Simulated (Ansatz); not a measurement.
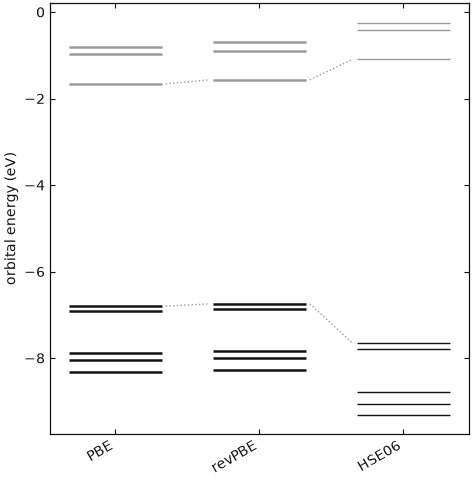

Frontier orbital energies of SiH₂S₂Cl₂, SMILES S[Si](S)(Cl)Cl at one geometry, def2-TZVPP, the Ansatz code 0.2.0, at a PBE0-D4/def2-TZVP geometry (a minimum by its frequencies). Empty levels are grey, levels within 0.1 eV stand side by side; all columns show the same few orbitals around the gap. Dotted lines join the HOMOs and the LUMOs.

> How do the frontier levels move from column to column?

The separation grows from 5.14 eV (PBE) to 6.57 eV (HSE06).

```csv
level,HOMO (eV),LUMO (eV),separation (eV)
PBE,−6.80,−1.66,5.14
revPBE,−6.75,−1.57,5.18
HSE06,−7.66,−1.09,6.57
```

Limits of at least one run: empty levels above zero depend strongly on the basis.
